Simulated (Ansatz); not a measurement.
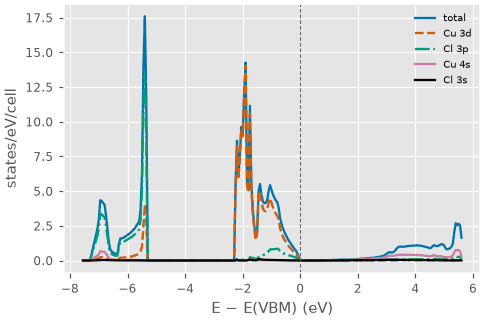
Fig. 1. Total and projected density of states of CuCl (zinc blende, space group No. 216), plane-wave PAW LDA (Ansatz code)

Question: Which orbitals carry the states next to the gap?

Answer: Top 1 eV of the valence band: Cu 3d 76 %, Cl 3p 21 %. Bottom 1 eV of the conduction band: Cu 4s 63 %, Cl 3s 21 %, Cl 3p 12 %. Projections are on Löwdin-orthogonalised atomic valence shells; empty p or d shells of many metals are not among them.

Question: Where is the tallest occupied peak in this window, and what makes it?

Answer: Near -5.4 eV, about 18 states/eV per cell; the largest projected share is Cl 3p.

Space group F-43m (zinc blende). Symmetry was held in the LDA relaxation; phonons on a q-mesh show no instability. No spin polarisation was allowed.

Potentials: the later of the program's two PAW sets.
